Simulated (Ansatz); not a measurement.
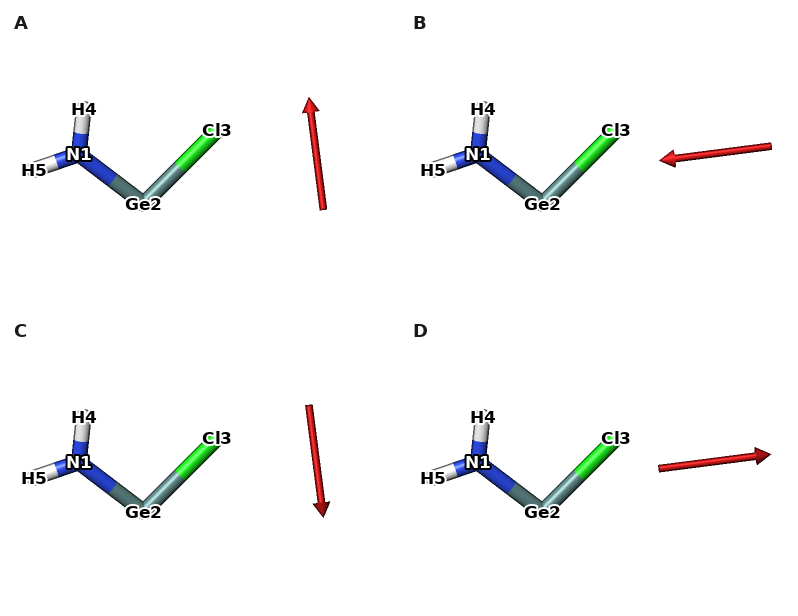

The same molecule four times, each with an arrow. The geometry was computed by an optimisation with PBE-D4/def2-SVP. No frequency run is at hand to confirm it as a minimum. Level of theory: RKS PBE-D4/def2-SVP (Ansatz 0.2.0).

Question: Which arrow points along the dipole moment, from the negative to the positive end?

Answer: B. The dipole moment is 2.91 D; it points from the side of Cl3 to the side of H5 (the outermost atoms at the two ends).
